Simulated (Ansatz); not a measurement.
**C₂F₂S: one species, many methods**

Aim: compute C₂F₂S with functionals from several rungs and with coupled cluster. The yardstick is the atomisation energy at the CCSD(T) limit.

Program: Ansatz 0.2.0, Gaussian basis. Level of theory: functionals in def2-TZVPP, the program's frozen cores in correlated methods. These are calculated values, not measurements.

The runs, in order: LDA (SPW92), PBE-D4, revPBE-D4, BLYP-D4, r2SCAN-D4, B97M-V, PBE0-D4, B3LYP-D4, r2SCANh-D4, r2SCAN0-D4, HSE06-D4, BHLYP-D4, CAM-B3LYP-D4, LC-ωPBE, ωB97X-V, ωB97M-V, B2PLYP, PBE-QIDH; CCSD(T)/def2-SVP; CCSD(T)/def2-TZVPP; MP2/def2-QZVPP; extrapolation to the limit; RPA on PBE.

### 1 Structure used throughout

An earlier PBE0-D4 in a triple-zeta def2 set relaxation fixed the geometry.

5 atoms, charge 0, spin multiplicity 1.

Atoms are counted from 1 here; the program's logs count them from 0.

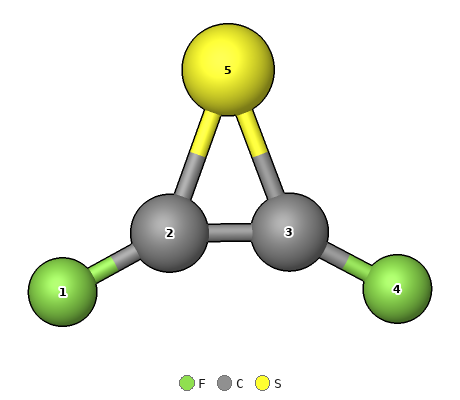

The structure; fluorine green, carbon grey, sulfur yellow; atoms are numbered from 1 in the order of the file.

### 2 LDA

This LDA is Slater exchange with PW92 correlation.

Input file in.yaml:

```yaml
crystal:
  periodic: [false, false, false]
  atoms:
    - {symbol: F, position_ang: [0.438569, -0.144014, 1.848647]}
    - {symbol: C, position_ang: [0.183816, 0.082229, 0.603216]}
    - {symbol: C, position_ang: [-0.190029, -0.296196, -0.550806]}
    - {symbol: F, position_ang: [-0.605229, -1.200602, -1.373509]}
    - {symbol: S, position_ang: [0.222773, 1.484884, -0.568948]}
basis:
  gaussian: {orbitals: def2-TZVPP}
hamiltonian: {xc: lda}
output: {orbitals: {seedname: orbitals}}
```

On the command line:

```
$ ansatz run in.yaml --threads 2 --pin off --events-out ev --progress --plain --max-ram 4352MiB
```

The runs that follow: PBE-D4 (GGA); revPBE-D4 (GGA); BLYP-D4 (GGA); r2SCAN-D4 (meta-GGA); B97M-V (meta-GGA); PBE0-D4 (hybrid); B3LYP-D4 (hybrid); r2SCANh-D4 (hybrid); r2SCAN0-D4 (hybrid); HSE06-D4 (hybrid); BHLYP-D4 (hybrid); CAM-B3LYP-D4 (range-separated); LC-ωPBE (range-separated); ωB97X-V (range-separated); ωB97M-V (range-separated); B2PLYP (double hybrid); PBE-QIDH (double hybrid); CCSD(T) in def2-SVP; CCSD(T) in def2-TZVPP; MP2 in def2-QZVPP; RPA on PBE orbitals.

Before running them: what should the planned runs give, taken together? Wanted: atomisation energy, CCSD(T)/CBS; farthest beyond LDA; mean size of error, GGA; mean size of error, meta-GGA; mean size of error, hybrid; mean size of error, range-separated; mean size of error, double hybrid; gap, smallest and largest; T1 diagnostic.

**Answer**, as computed:

```
                               quantity                                         value
        atomisation energy, CCSD(T)/CBS                                442.1 kcal/mol
functionals within 2.2 kcal/mol (0.5 %)  B3LYP-D4, r2SCANh-D4, CAM-B3LYP-D4, PBE-QIDH
                    farthest beyond LDA                       PBE-D4 (+43.9 kcal/mol)
                mean size of error, GGA                                 25.9 kcal/mol
           mean size of error, meta-GGA                                  8.3 kcal/mol
             mean size of error, hybrid                                 13.4 kcal/mol
    mean size of error, range-separated                                  5.4 kcal/mol
      mean size of error, double hybrid                                  2.6 kcal/mol
              gap, smallest and largest     2.61 eV (LDA (SPW92)), 10.11 eV (LC-ωPBE)
                          T1 diagnostic                                        0.0134
triples share of the correlation energy                                         4.3 %
```

What this shows: The LDA atomisation energy is off by 130.8 kcal/mol (30 %): it overbinds. PBE-D4 is off by +43.9 kcal/mol. Double hybrids carry the basis error of their MP2 part in triple zeta, and no dispersion term here, so their miss is partly the set-up's. Taken by rung, double hybrid functionals do best (2.6 kcal/mol on average) and GGA ones worst beyond LDA (25.9 kcal/mol). RPA and LDA stand outside this count. Misses under about 2.2 kcal/mol are within the doubt on the reference itself, which lacks core-valence correlation, relativity and higher excitations. Hartree-Fock recovers 57 % of the binding; the rest is correlation. CCSD(T) in def2-SVP is off by -33.5 kcal/mol, which most functionals beat. The gap grows from 2.6 to 10.1 eV across the functionals, mostly with the share of exact exchange.
